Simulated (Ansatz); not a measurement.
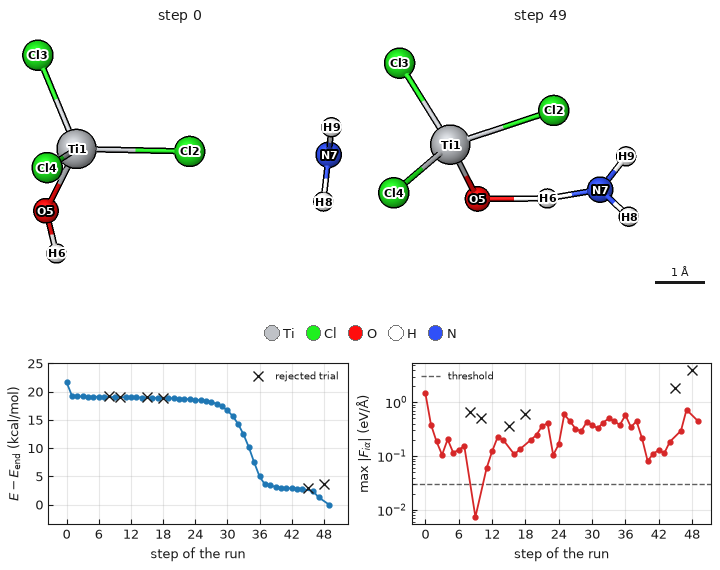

First and last geometry of a relaxation of TiNH$_{3}$OCl$_{3}$ (multiplicity 2), with the history of the run. A ball-and-stick model, seen from a free direction.

The run prepares an end point of a later path (reaction) calculation, from a guessed geometry.

All numbers below come from Ansatz 0.2.0, UKS PBE/def2-SVP.

The input:
```yaml
crystal:
  periodic: [false, false, false]
  atoms:
    - { symbol: Ti, position_ang: [0.023448, 0.021927, -0.004275] }
    - { symbol: Cl, position_ang: [0.061587, 0.074744, 2.318475] }
    - { symbol: Cl, position_ang: [2.047056, 0.060534, -0.830712] }
    - { symbol: Cl, position_ang: [-1.132785, 1.727094, -0.744688] }
    - { symbol: O, position_ang: [-0.760939, -1.462226, -0.491806] }
    - { symbol: H, position_ang: [-1.423325, -2.120162, -0.209092] }
    - { symbol: "N", position_ang: [0.299943, -0.332389, 5.212505] }
    - { symbol: H, position_ang: [-0.742824, -0.33323, 5.118045] }
    - { symbol: H, position_ang: [0.483139, 0.698507, 5.176748] }
magnetization:
  spin_polarized: true
  initial_magnetization: 1
basis:
  gaussian: { orbitals: def2-SVP }
hamiltonian:
  xc: pbe
relax:
  f_tol: 0.03
  max_steps: 50
output:
  orbitals: {}
```

Launched with:
```bash
ansatz run input.yaml --threads 4 --pin off --max-ram 5120MiB --backend cpu --events-out ev --progress --plain --runs-dir out
```

**What do the curves and the structures tell?**

The relaxation stopped without meeting its thresholds, so the last structure isn't shown to be converged. It used up its limit of 50 steps. After 43 accepted moves (49 points after the start) the energy has fallen by 21.7 kcal/mol. The largest force component goes from 1.5 to 0.45 eV/Å. The line search rejected the trial steps at points 8, 10, 15, 18, 45, 48 of the run. The forces were under the threshold at step 9, but the run went on from there. The atom that moves furthest after the best rigid fit is H6 (2.94 Å). By element the largest moves are H 2.94 Å, N 1.95 Å, O 1.49 Å, Cl 1.34 Å, Ti 0.33 Å. Some distances before and after: H6–N7 5.963 → 1.107 Å, Ti1–N7 5.236 → 3.361 Å, O5–H6 0.975 → 1.430 Å, Cl2–N7 2.932 → 2.564 Å. New bonds form, among them: H6–N7 (5.96 → 1.11 Å). Bond angles that change, for instance: H8–N7–H9 99.9° → 113.3°, Cl2–Ti1–O5 107.8° → 95.9°, Cl3–Ti1–Cl4 110.3° → 115.4°. Groups turn about Ti1–O5 by about 30°. Cost: 82 s on 4 threads of Intel(R) Xeon(R) 6975P-C (Granite Rapids) (shared host), peak memory 0.27 GiB.

```csv
step,"E − E(0), kcal/mol","largest force component, eV/Å",note
0,0.00,1.4562,
1,-2.39,0.3865,
2,-2.50,0.1873,
3,-2.53,0.1058,
4,-2.54,0.2051,
5,-2.57,0.1163,
6,-2.58,0.1307,
7,-2.59,0.1542,
8,-2.48,0.6616,rejected
9,-2.64,0.0074,
10,-2.54,0.5160,rejected
12,-2.67,0.1220,
14,-2.71,0.2006,
16,-2.75,0.1079,
18,-2.71,0.6007,rejected
20,-2.87,0.2480,
22,-2.94,0.4064,
24,-3.13,0.1662,
26,-3.32,0.4466,
28,-3.85,0.2873,
31,-5.99,0.3265,
33,-9.21,0.5027,
35,-14.19,0.3799,
37,-18.09,0.3458,
39,-18.54,0.2126,
41,-18.73,0.1106,
43,-18.82,0.1138,
45,-18.75,1.8210,rejected
47,-20.36,0.7271,
49,-21.68,0.4546,
```

Limits of the set-up: the start holds two separate molecules, 2.9 Å apart at their closest, whose relative position is a soft coordinate and is computed without a dispersion correction.
